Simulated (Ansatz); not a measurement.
System: Cl₃FH₄NTa.

Input file:

```
crystal:
  periodic: [false, false, false]
  atoms:
    - { symbol: Ta, position_ang: [-0.604084, 0.465934, 0.114438] }
    - { symbol: F, position_ang: [2.152546, -0.914736, 0.612751] }
    - { symbol: Cl, position_ang: [-0.651902, 0.673905, 2.457175] }
    - { symbol: Cl, position_ang: [0.188311, 0.895283, -2.056711] }
    - { symbol: Cl, position_ang: [-2.616894, 1.538337, -0.221317] }
    - { symbol: "N", position_ang: [-0.685022, -1.465106, 0.005207] }
    - { symbol: H, position_ang: [0.147174, -2.033699, 0.177339] }
    - { symbol: H, position_ang: [-1.49458, -2.031694, -0.245363] }
    - { symbol: H, position_ang: [0.935715, 1.311366, 0.444597] }
    - { symbol: H, position_ang: [2.243835, 0.009511, 0.667584] }
basis:
  gaussian: { orbitals: def2-SVP }
hamiltonian:
  xc: b3lyp
  dispersion: d4
relax:
  f_tol: 0.03
  max_steps: 50
output:
  orbitals: {}
```

Command:

```sh
ansatz run input.yaml --threads 4 --pin off --max-ram 5120MiB --backend cpu --events-out ev --progress --plain --runs-dir out
```

The fields are those of the run's last geometry, not of the input's.

Core potentials replace the inner electrons of Ta.

All numbers below come from RKS B3LYP-D4/def2-SVP in Ansatz 0.2.0.

Question: What can the converged electron density and electron localisation function tell about the bonding?

Answer: Ta–N (1.94 Å): the density is about 1.1 e/Å³ at the midpoint; the ELF peaks at about 0.85 in the valence shell of N, 0.7 Å from its nucleus, and is about 0.30 at the midpoint.
Ta–Cl (2.30 Å): ρ at the midpoint is about 0.65 e/Å³; the ELF peaks at about 0.85 in the valence shell of Cl, 0.8 Å from its nucleus, and is about 0.40 at the midpoint.
Ta–F (2.52 Å): ρ is about 0.19 e/Å³ halfway; the ELF is about 0.05 at the midpoint.
F–H (0.95 Å): the density is about 4.4 e/Å³ at the midpoint; the ELF climbs to about 1 towards the hydrogen, as it does in any bond to H: a covalent bond by its length.

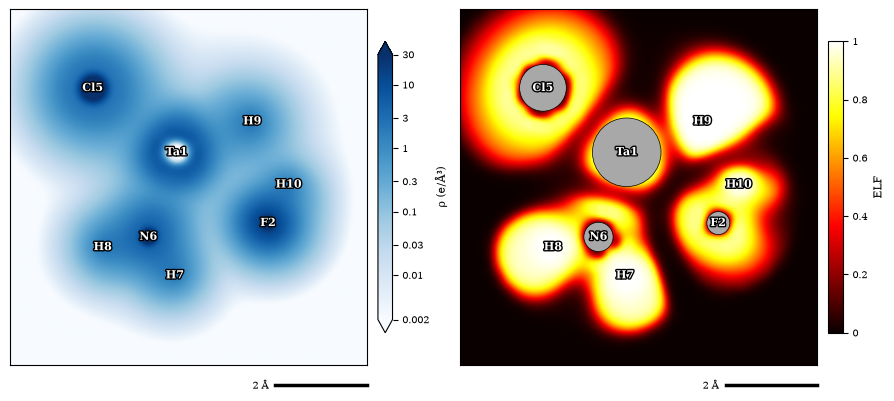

Computed electron density and electron localisation function on the plane of atoms F2, Ta1 and H9, in this order. Grey discs cover the atomic cores in the ELF map. 
